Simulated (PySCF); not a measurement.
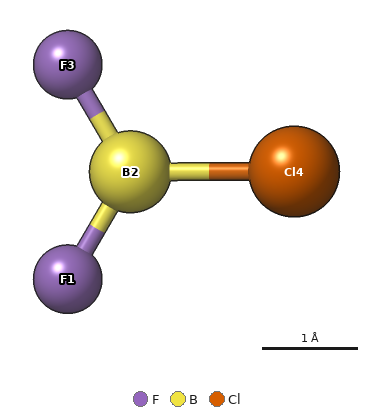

**Figure 1.** The structure as given in the input (ball-and-stick view, seen on its broad side; atoms are numbered from 1 in the order of the input).

**BClF2: molecular dynamics (part 1 of 3)**

- system: BClF2, SMILES FB(F)Cl
- method: APF/cc-pwCVDZ, RKS (PySCF 2.14.0)

The geometry comes from this level: PBE0-D4/def2-TZVP. Figures and captions count atoms from 1; the log counts them from 0 in places.

The program's output
```
F     -0.173700    -1.254300    -0.546300
B     -0.067100    -0.041300    -0.062000
F     -1.011600     0.830100    -0.317700
Cl     1.307900     0.405300     0.905700

BOMD Time 0.00
converged SCF energy = -684.643055266623
--------------- RKS_Scanner gradients ---------------
         x                y                z
0 F     0.0005566759     0.0105076266     0.0040010423
1 B    -0.0072816389    -0.0022248572    -0.0050621286
2 F     0.0080005186    -0.0081485817     0.0016266470
3 Cl    -0.0011169429    -0.0003579343    -0.0007839557
----------------------------------------------
----------- NVTBerendson final geometry -----------
         x                y                z
0 F    -0.3282454278    -2.3702834780    -1.0323573818
1 B    -0.1268006230    -0.0780456889    -0.1171630197
2 F    -1.9116469476     1.5686616560    -0.6003659898
3 Cl     2.4715727983     0.7659059983     1.7115249510
----------------------------------------------
------------ NVTBerendson final velocity -----------
         x                y                z
0 F     0.0001216979    -0.0000619881    -0.0001777097
1 B     0.0001170179     0.0001697317     0.0000932009
2 F    -0.0003459662    -0.0002076311     0.0000829840
3 Cl     0.0001489575    -0.0001489790     0.0000967214
----------------------------------------------
Ekin =   0.0060345815882
Epot = -684.6430552666235
Etot = -684.6370206850353

BOMD Time 20.70

WARN: Mole.unit (angstrom) is changed to B

converged SCF energy = -684.643128118707
--------------- RKS_Scanner gradients ---------------
         x                y                z
0 F     0.0001018819     0.0078510694     0.0029137534
1 B    -0.0058953609     0.0003643666    -0.0035863195
2 F     0.0068634146    -0.0078188618     0.0011534147
3 Cl    -0.0009012849    -0.0006277125    -0.0006784315
----------------------------------------------
----------- NVTBerendson final geometry -----------
         x                y                z
0 F    -0.3257491072    -2.3716217635    -1.0360324199
1 B    -0.1243192549    -0.0745355236    -0.1151945644
2 F    -1.9188028410     1.5644471717    -0.5986715001
3 Cl     2.4746362475     0.7628470632     1.7135143149
----------------------------------------------
------------ NVTBerendson final velocity -----------
         x                y                z
0 F     0.0001205648    -0.0000669978    -0.0001784089
1 B     0.0001229133     0.0001693853     0.0000969440
2 F    -0.0003477465    -0.0002012616     0.0000815147
3 Cl     0.0001481391    -0.0001476727     0.0000962147
----------------------------------------------
Ekin =   0.0060143699585
Epot = -684.6431281187073
Etot = -684.6371137487488

BOMD Time 41.40
converged SCF energy = -684.643174009574
--------------- RKS_Scanner gradients ---------------
         x                y                z
0 F    -0.0003489958     0.0052068906     0.0018237204
1 B    -0.0044054006     0.0028646519    -0.0020747930
2 F     0.0056415759    -0.0074106302     0.0006640062
3 Cl    -0.0007074914    -0.0008976767    -0.0005880034
----------------------------------------------
----------- NVTBerendson final geometry -----------
         x                y                z
0 F    -0.3232731390    -2.3730465783    -1.0397152569
1 B    -0.1217314781    -0.0710599608    -0.1131648887
2 F    -1.9259885859     1.5603612984    -0.5970041895
3 Cl     2.4776822967     0.7598157323     1.7154930032
----------------------------------------------
------------ NVTBerendson final velocity -----------
         x                y                z
0 F     0.0001197163    -0.0000703877    -0.0001784599
1 B     0.0001272854     0.0001664242     0.0000991220
2 F    -0.0003488235    -0.0001951705     0.0000803480
3 Cl     0.0001472670    -0.0001462954     0.0000956843
----------------------------------------------
Ekin =   0.0059680501018
Epot = -684.6431740095737
Etot = -684.6372059594719

BOMD Time 62.10
converged SCF energy = -684.643191698303
--------------- RKS_Scanner gradients ---------------
         x                y                z
0 F    -0.0007907741     0.0026167964     0.0007484839
1 B    -0.0028319044     0.0052342759    -0.0005544427
2 F     0.0043415509    -0.0069278644     0.0001612743
3 Cl    -0.0005275136    -0.0011636486    -0.0005066597
----------------------------------------------
----------- NVTBerendson final geometry -----------
         x                y                z
0 F    -0.3208115571    -2.3745248191    -1.0433927761
1 B    -0.1190695279    -0.0676715632    -0.1111064004
2 F    -1.9331896328     1.5563976073    -0.5953576478
3 Cl     2.4807100930     0.7568132924     1.7174606946
----------------------------------------------
------------ NVTBerendson final velocity -----------
         x                y                z
0 F     0.0001191533    -0.0000721946    -0.0001778816
1 B     0.0001300571     0.0001609912     0.0000997298
2 F    -0.0003491742    -0.0001894122     0.0000794949
3 Cl     0.0001463560    -0.0001448565     0.0000951398
----------------------------------------------
Ekin =   0.0058954773289
Epot = -684.6431916983029
Etot = -684.6372962209739

BOMD Time 82.80
converged SCF energy = -684.643181229245
--------------- RKS_Scanner gradients ---------------
         x                y                z
0 F    -0.0012189741     0.0001147398    -0.0002973044
1 B    -0.0011963212     0.0074433243     0.0009510862
2 F     0.0029728371    -0.0063776811    -0.0003514012
3 Cl    -0.0003542393    -0.0014224962    -0.0004292624
----------------------------------------------
----------- NVTBerendson final geometry -----------
         x                y                z
0 F    -0.3183584041    -2.3760244014    -1.0470523662
1 B    -0.1163669930    -0.0644195314    -0.1090513182
2 F    -1.9403910238     1.5525485847    -0.5937252525
3 Cl     2.4837190642     0.7538408164     1.7194172493
----------------------------------------------
------------ NVTBerendson final velocity -----------
         x                y                z
0 F     0.0001188741    -0.0000724779    -0.0001767029
1 B     0.0001311742     0.0001532643     0.0000987888
2 F    -0.0003487817    -0.0001840371     0.0000789647
3 Cl     0.0001454184    -0.0001433669     0.0000945892
----------------------------------------------
Ekin =   0.0057977985801
Epot = -684.6431812292449
Etot = -684.6373834306648

BOMD Time 103.50
converged SCF energy = -684.643143833875
--------------- RKS_Scanner gradients ---------------
         x                y                z
0 F    -0.0016294075    -0.0022695846    -0.0013004756
1 B     0.0004782112     0.0094668376     0.0024188553
2 F     0.0015463221    -0.0057681346    -0.0008702816
3 Cl    -0.0001799286    -0.0016709640    -0.0003502255
----------------------------------------------
----------- NVTBerendson final geometry -----------
         x                y                z
0 F    -0.3159077823    -2.3775146645    -1.0506820965
1 B    -0.1136583508    -0.0613491315    -0.1070311799
2 F    -1.9475775192     1.5488057391    -0.5921002094
3 Cl     2.4867088705     0.7508991445     1.7213626745
----------------------------------------------
------------ NVTBerendson final velocity -----------
         x                y                z
0 F     0.0001188745    -0.0000713151    -0.0001749606
1 B     0.0001306057     0.0001434462     0.0000963438
2 F    -0.0003476358    -0.0001790900     0.0000787646
3 Cl     0.0001444643    -0.0001418384     0.0000940388
----------------------------------------------
Ekin =   0.0056772913630
Epot = -684.6431438338748
Etot = -684.6374665425118

BOMD Time 124.20
converged SCF energy = -684.643081783959
--------------- RKS_Scanner gradients ---------------
         x                y                z
0 F    -0.0020182881    -0.0045113070    -0.0022496445
1 B     0.0021675881     0.0112857751     0.0038274556
2 F     0.0000742428    -0.0051082850    -0.0013913462
3 Cl     0.0000032343    -0.0019059798    -0.0002639478
----------------------------------------------
----------- NVTBerendson final geometry -----------
         x                y                z
0 F    -0.3134538999    -2.3789667085    -1.0542708636
1 B    -0.1109784863    -0.0585012518    -0.1050763833
2 F    -1.9547337259     1.5451597206    -0.5904755959
3 Cl     2.4896793489     0.7479888690     1.7232970852
----------------------------------------------
------------ NVTBerendson final velocity -----------
         x                y                z
0 F     0.0001191482    -0.0000687988    -0.0001726981
1 B     0.0001283442     0.0001317583     0.0000924607
2 F    -0.0003457327    -0.0001746095     0.0000788996
3 Cl     0.0001435008    -0.0001402836     0.0000934926
----------------------------------------------
Ekin =   0.0055371741331
Epot = -684.6430817839591
Etot = -684.6375446098260

BOMD Time 144.90
converged SCF energy = -684.642998210005
--------------- RKS_Scanner gradients ---------------
         x                y                z
0 F    -0.0023822291    -0.0065900460    -0.0031351235
1 B     0.0038472016     0.0128864252     0.0051571215
2 F    -0.0014301308    -0.0044078823    -0.0019103872
3 Cl     0.0002029977    -0.0021246912    -0.0001649136
----------------------------------------------
----------- NVTBerendson final geometry -----------
         x                y                z
0 F    -0.3109911136    -2.3803536577    -1.0578085072
1 B    -0.1083622101    -0.0559121045    -0.1032157761
2 F    -1.9618442271     1.5416004524    -0.5888444079
3 Cl     2.4926304536     0.7451103235     1.7252206622
----------------------------------------------
------------ NVTBerendson final velocity -----------
         x                y                z
0 F     0.0001196871    -0.0000650329    -0.0001699637
1 B     0.0001244060     0.0001184337     0.0000872247
2 F    -0.0003430751    -0.0001706280     0.0000793723
3 Cl     0.0001425325    -0.0001387152     0.0000929532
----------------------------------------------
Ekin =   0.0053813864578
Epot = -684.6429982100050
Etot = -684.6376168235471

BOMD Time 165.60
converged SCF energy = -684.642896898192
--------------- RKS_Scanner gradients ---------------
         x                y                z
0 F    -0.0027182399    -0.0084897031    -0.0039488790
1 B     0.0054922519     0.0142601568     0.0063898693
2 F    -0.0029526670    -0.0036772212    -0.0024230754
3 Cl     0.0004268955    -0.0023245412    -0.0000478100
----------------------------------------------
----------- NVTBerendson final geometry -----------
         x                y                z
0 F    -0.3085139680    -2.3816508575    -1.0612858965
1 B    -0.1058437871    -0.0536130536    -0.1014762947
2 F    -1.9688937074     1.5381172698    -0.5871996070
3 Cl     2.4955621936     0.7422635784     1.7271336088
----------------------------------------------
------------ NVTBerendson final velocity -----------
         x                y                z
0 F     0.0001204812    -0.0000601295    -0.0001668097
1 B     0.0001188304     0.0001037109     0.0000807375
2 F    -0.0003396722    -0.0001671707     0.0000801831
3 Cl     0.0001415606    -0.0001371465     0.0000924206
----------------------------------------------
Ekin =   0.0052143566819
Epot = -684.6428968981916
Etot = -684.6376825415097

BOMD Time 186.30
converged SCF energy = -684.64278207723
--------------- RKS_Scanner gradients ---------------
         x                y                z
0 F    -0.0030236965    -0.0101969086    -0.0046839791
1 B     0.0070790644     0.0154006467     0.0075092841
2 F    -0.0044795278    -0.0029260689    -0.0029252389
3 Cl     0.0006820496    -0.0025031001     0.0000924125
----------------------------------------------
----------- NVTBerendson final geometry -----------
         x                y                z
0 F    -0.3060172312    -2.3828360096    -1.0646949879
1 B    -0.1034564781    -0.0516305594    -0.0998826532
2 F    -1.9758670703     1.5346990661    -0.5855341707
3 Cl     2.4984745667     0.7394484417     1.7290361061
----------------------------------------------
------------ NVTBerendson final velocity -----------
         x                y                z
0 F     0.0001215190    -0.0000542063    -0.0001632906
1 B     0.0001116781     0.0000878301     0.0000731148
2 F    -0.0003355387    -0.0001642561     0.0000813301
3 Cl     0.0001405836    -0.0001355905     0.0000918931
----------------------------------------------
Ekin =   0.0050407707145
Epot = -684.6427820772298
Etot = -684.6377413065153

BOMD Time 207.00
converged SCF energy = -684.642658204159
--------------- RKS_Scanner gradients ---------------
         x                y                z
0 F    -0.0032963748    -0.0117027705    -0.0053352649
1 B     0.0085838557     0.0163074758     0.0085011422
2 F    -0.0059958117    -0.0021650461    -0.0034125905
3 Cl     0.0009750725    -0.0026585131     0.0002603152
----------------------------------------------
----------- NVTBerendson final geometry -----------
         x                y                z
0 F    -0.3034959310    -2.3838892676    -1.0680288617
1 B    -0.1012321225    -0.0499861722    -0.0984570735
2 F    -1.9827495340     1.5313344320    -0.5838411401
3 Cl     2.5013674915     0.7366644665     1.7309282667
----------------------------------------------
------------ NVTBerendson final velocity -----------
         x                y                z
0 F     0.0001227871    -0.0000473846    -0.0001594622
1 B     0.0001030299     0.0000710288     0.0000644843
2 F    -0.0003306943    -0.0001618957     0.0000828088
3 Cl     0.0001395965    -0.0001340599     0.0000913665
----------------------------------------------
Ekin =   0.0048653474845
Epot = -684.6426582041590
Etot = -684.6377928566745

BOMD Time 227.70
converged SCF energy = -684.642529758501
--------------- RKS_Scanner gradients ---------------
         x                y                z
0 F    -0.0035343971    -0.0130000062    -0.0058982989
1 B     0.0099850126     0.0169808690     0.0093528228
2 F    -0.0074876725    -0.0014036494    -0.0038812104
3 Cl     0.0013118499    -0.0027890716     0.0004599916
----------------------------------------------
----------- NVTBerendson final geometry -----------
         x                y                z
0 F    -0.3009453907    -2.3847932758    -1.0712817309
1 B    -0.0992007290    -0.0486966463    -0.0972190658
2 F    -1.9895267205     1.5280118073    -0.5821136726
3 Cl     2.5042407366     0.7339109665     1.7328100869
----------------------------------------------
------------ NVTBerendson final velocity -----------
         x                y                z
0 F     0.0001242708    -0.0000397868    -0.0001553807
1 B     0.0000929854     0.0000535384     0.0000549836
2 F    -0.0003251626    -0.0001600938     0.0000846125
3 Cl     0.0001385911    -0.0001325665     0.0000908345
----------------------------------------------
Ekin =   0.0046926320622
Epot = -684.6425297585014
Etot = -684.6378371264392

BOMD Time 248.40
converged SCF energy = -684.642401049663
--------------- RKS_Scanner gradients ---------------
         x                y                z
0 F    -0.0037363275    -0.0140844670    -0.0063699873
1 B     0.0112625844     0.0174247455     0.0100541427
2 F    -0.0089413699    -0.0006513342    -0.0043273860
3 Cl     0.0016971914    -0.0028936418     0.0006946963
----------------------------------------------
----------- NVTBerendson final geometry -----------
         x                y                z
0 F    -0.2983612674    -2.3855331905    -1.0744489351
1 B    -0.0973901192    -0.0477740526    -0.0961852409
2 F    -1.9961847142     1.5247196215    -0.5803450930
3 Cl     2.5070938472     0.7311870391     1.7346813982
----------------------------------------------
------------ NVTBerendson final velocity -----------
         x                y                z
0 F     0.0001259535    -0.0000315354    -0.0001511013
1 B     0.0000816606     0.0000355833     0.0000447580
2 F    -0.0003189700    -0.0001588481     0.0000867319
3 Cl     0.0001375559    -0.0001311209     0.0000902887
----------------------------------------------
Ekin =   0.0045268111638
Epot = -684.6424010496628
Etot = -684.6378742384990

BOMD Time 269.10
converged SCF energy = -684.642276044304
--------------- RKS_Scanner gradients ---------------
         x                y                z
0 F    -0.0039007962    -0.0149515114    -0.0067470416
1 B     0.0123981985     0.0176408611     0.0105951154
2 F    -0.0103444968     0.0000839790    -0.0047477410
3 Cl     0.0021357628    -0.0029709190     0.0009676759
----------------------------------------------
----------- NVTBerendson final geometry -----------
         x                y                z
0 F    -0.2957395935    -2.3860966700    -1.0775269153
1 B    -0.0958256043    -0.0472259482    -0.0953691668
2 F    -2.0027101037     1.5214464384    -0.5785289475
3 Cl     2.5099260722     0.7284915965     1.7365418192
----------------------------------------------
------------ NVTBerendson final velocity -----------
         x                y                z
0 F     0.0001278167    -0.0000227529    -0.0001466783
1 B     0.0000691863     0.0000173806     0.0000339597
2 F    -0.0003121447    -0.0001581499     0.0000891554
3 Cl     0.0001364757    -0.0001297322     0.0000897183
----------------------------------------------
Ekin =   0.0043715574571
Epot = -684.6422760443045
Etot = -684.6379044868473

BOMD Time 289.80
converged SCF energy = -684.642158214501
```
